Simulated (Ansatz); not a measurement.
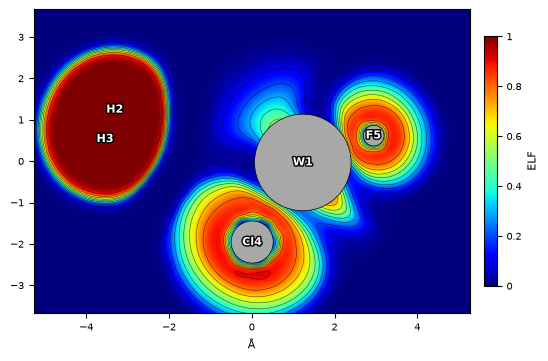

ClFH₂W···H₂. ELF on the plane of atoms Cl4, W1 and F5. Grey discs cover the atomic cores.

Core potentials replace the inner electrons of W.

These are results of Ansatz 0.2.0, RHF/def2-SVP, not measurements.

```xyz
7

W    -1.2761    0.3379   -0.4424
H     2.9964   -0.6324    1.3225
H     3.1371    0.0867    1.4677
Cl   -0.3816    2.3183    0.2432
F    -2.7793   -0.4205   -1.1640
H    -0.8911   -0.6917    0.8174
H    -0.0358   -0.3282   -1.3447
```

Q: Describe what can be read from this map.

A: The plane passes through W, H, Cl and F nuclei.
W–F (1.83 Å): the ELF peaks at about 0.85 in the valence shell of F, 0.5 Å from its nucleus, and drops to about 0.20 between the two atoms.
W–Cl (2.28 Å): the ELF peaks at about 0.85 in the valence shell of Cl, 0.8 Å from its nucleus, and is about 0.40 at the midpoint.
H–H (0.75 Å): the ELF peaks at about 1 between the atoms.
